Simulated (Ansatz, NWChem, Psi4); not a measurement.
## A ladder of methods for InClF2 (SMILES [F][In]([F])[Cl])

InClF2: 4 atoms, total charge 0, spin state singlet. As SMILES, `[F][In]([F])[Cl]`. The shape is that of a PBE0-D4/def2-TZVP optimisation.

Quantity: the electronic atomisation energy, in eV. The values are calculated. Electronic energies at fixed atoms, without zero-point motion or spin-orbit coupling.

```tsv
level	kind	program	value (eV)	CPU time (all runs)
HF/def2-SVP (core potential)	Hartree–Fock	NWChem	7.59	22 s
PBE/def2-SVP (core potential)	GGA	Psi4	11.93	32 s
r2SCAN/def2-SVP (core potential)	meta-GGA	Psi4	11.65	56 s
BHLYP/def2-SVP (core potential)	global hybrid	Psi4	10.37	20 s
PBE0/def2-SVP (core potential)	global hybrid	Ansatz	11.26	7 s
DSD-PBEP86/def2-SVP (core potential, density fitting for correlation)	double hybrid	Psi4	11.30	19 s
OMP2/def2-SVP (core potential, density fitting for correlation)	perturbation theory	Psi4	11.94	85 s
CCSD/def2-SVP (core potential)	coupled cluster or CI	Psi4	10.65	41 s
```

Correlated wave functions underbind in double-zeta sets. The values span 7.59 to 11.94 eV. In the correlated wave-function rows the outer d shell of In is correlated, in sets not made for it. Times are those of the runs behind each value, whatever else they computed, on shared processors of several kinds: orders of magnitude only.

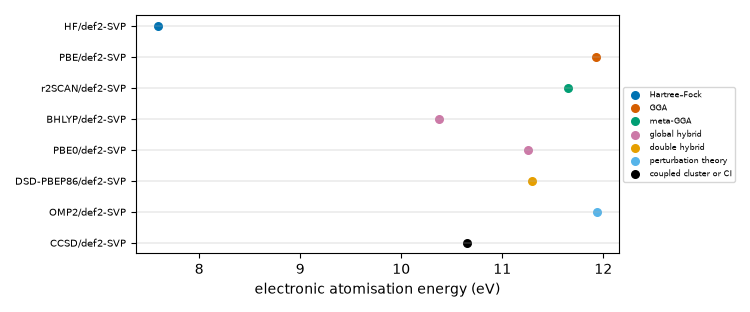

The values of the table, level by level.
